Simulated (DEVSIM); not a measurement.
Structure: abrupt Si p-n junction, at 300 K.

| layer (left to right) | material | thickness (μm) | Nd (cm⁻³) | Na (cm⁻³) | τn (s) | τp (s) |
|---|---|---|---|---|---|---|
| 1 | Si | 1.80 | - | 3.5e15 | 4e-7 | 4e-7 |
| 2 | Si | 300 | 8.6e18 | - | 4e-7 | 4e-7 |

Left contact: ohmic. Right contact: ohmic. Voltage is applied to the left contact. Recombination: SRH at mid-gap, Auger. Mobility is constant in doping.

The device is made up for the run: typed textbook-type constants, with dimensions and the other settings drawn at random. Values at 300 K.

```tsv
parameter	Si
gap (eV)	1.124
affinity (eV)	4.05
permittivity	11.7
Nc (cm⁻³)	2.86e19
Nv (cm⁻³)	3.1e19
μn (cm²/Vs)	1417
μp (cm²/Vs)	470
Cn (cm⁶/s)	2.8e-31
Cp (cm⁶/s)	9.9e-32
```

DEVSIM, 1D drift-diffusion, Boltzmann statistics, complete ionisation; no tunnelling, impact ionisation, image-force lowering or self-heating.

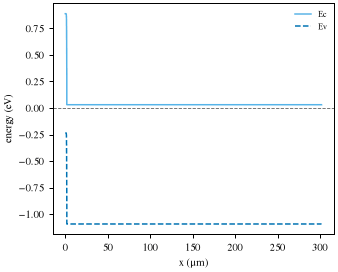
Figure. Band edges at zero bias

Energies count from the Fermi level of the right contact; mesh points crowd at the junctions.

```
x (μm)   Ec (eV)  Ev (eV)  n (cm⁻³)  p (cm⁻³)  field (V/cm)
-------  -------  -------  --------  --------  ------------
0.000      0.889   -0.235     33000    3.5e15           ≈ 0
0.04744    0.889   -0.235     33000    3.5e15           ≈ 0
0.1778     0.889   -0.235     33000    3.5e15           ≈ 0
0.5670     0.889   -0.235     33000    3.5e15           ≈ 0
1.468      0.763   -0.361   4300000    2.7e13        -10000
1.698      0.382   -0.742    1.1e13     1.1e7        -23000
1.781      0.167   -0.957    4.5e16      2600        -33000
1.833      0.031   -1.093    8.6e18     < 1e2           ≈ 0
1.940      0.031   -1.093    8.6e18     < 1e2           ≈ 0
2.268      0.031   -1.093    8.6e18     < 1e2           ≈ 0
3.257      0.031   -1.093    8.6e18     < 1e2           ≈ 0
7.956      0.031   -1.093    8.6e18     < 1e2           ≈ 0
20.38      0.031   -1.093    8.6e18     < 1e2           ≈ 0
57.78      0.031   -1.093    8.6e18     < 1e2           ≈ 0
202.1      0.031   -1.093    8.6e18     < 1e2           ≈ 0
268.7      0.031   -1.093    8.6e18     < 1e2           ≈ 0
290.8      0.031   -1.093    8.6e18     < 1e2           ≈ 0
298.0      0.031   -1.093    8.6e18     < 1e2           ≈ 0
300.9      0.031   -1.093    8.6e18     < 1e2           ≈ 0
301.5      0.031   -1.093    8.6e18     < 1e2           ≈ 0
301.7      0.031   -1.093    8.6e18     < 1e2           ≈ 0
301.8      0.031   -1.093    8.6e18     < 1e2           ≈ 0
```
